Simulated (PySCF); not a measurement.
Molecule: C4H9BO2, SMILES CB(C)OC(C)=O, singlet. Atoms near the plane z = 0.0 Å, at the GFN2-xTB optimised geometry (x, y, z in Å): B1 (-1.2, 0.1, 0.0), C2 (-2.0, 1.4, 0.0), H3 (-2.0, 1.8, 1.0), H4 (-3.1, 1.2, -0.3), H5 (-1.6, 2.2, -0.6), C6 (-1.9, -1.4, 0.0), H7 (-1.1, -2.2, 0.0), H8 (-2.4, -1.5, -1.0), H9 (-2.6, -1.5, 0.8), O10 (0.2, 0.1, 0.0), C11 (1.0, 1.1, 0.2), C12 (2.4, 0.8, -0.4), O13 (0.7, 2.1, 0.8), H14 (3.1, 1.7, -0.2), H16 (2.8, -0.1, 0.1).

Method: PBE0/def2-TZVP run with PySCF. Cells within 0.4 Å of a nucleus heavier than hydrogen are left out (blank, or x). The values are rescaled to run from 0 to 1.

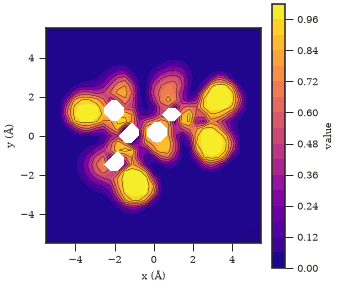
a field on the plane z = 0.0 Å.

### Question
Which quantity is mapped?
A) deformation density (molecule minus spherical neutral atoms)
B) an orbital amplitude
C) log10 of the electron density
D) electron localisation function

### Answer
D, electron localisation function
